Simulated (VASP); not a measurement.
Band structure of CdSe (relaxed from the wurtzite structure, space group P6_3mc). Calculation: PBE GGA, VASP's PBE PAW potentials (set 64) (plane waves; VASP).

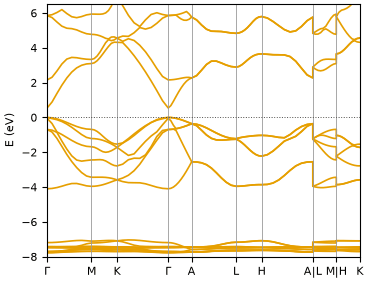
Bands along high-symmetry lines, zero at the valence-band maximum or, without a gap, the Fermi level

Task: Read the plot: is there a gap, and where are the band edges?

Result: The gap is direct, 0.54 eV, from the valence maximum at Γ to the conduction minimum at Γ. (Edges off the drawn lines would not show.)

The structure was generated: CdSe was put into the wurtzite type (P6_3mc), which need not be its known phase. It was relaxed first.
